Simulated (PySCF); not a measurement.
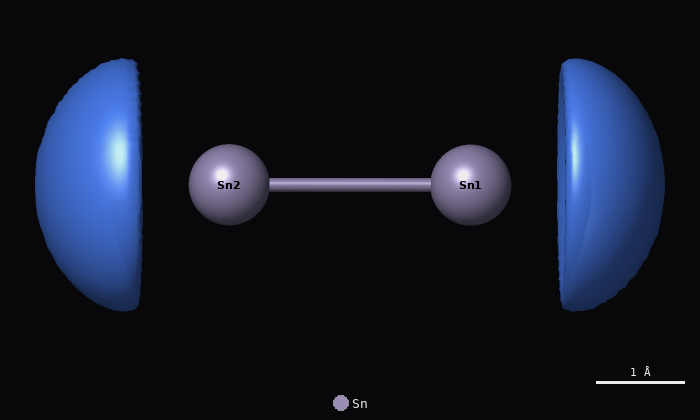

Figure 1: Sn$_{2}$ (triplet). Isosurface of the ELF at 0.8 (blue), seen from one side. Core shells and regions of very low density are left out.

Core potentials replace the inner electrons of Sn.

Computed with PBE0/cc-pVDZ(-PP), non-relativistic Hamiltonian with scalar-relativistic core potentials where named, at a bond length of 2.769 Å in PySCF.

```tsv
atom	x (Å)	y (Å)	z (Å)
Sn	0.0000	0.0000	-1.3845
Sn	0.0000	0.0000	1.3845
```

> Describe the localisation domains.

At this value the surface marks out two lobes on Sn, pointing away from the bonds (non-bonding electrons). Profiles from the grid: Sn–Sn (2.77 Å): the ELF peaks at about 0.65 between the atoms.
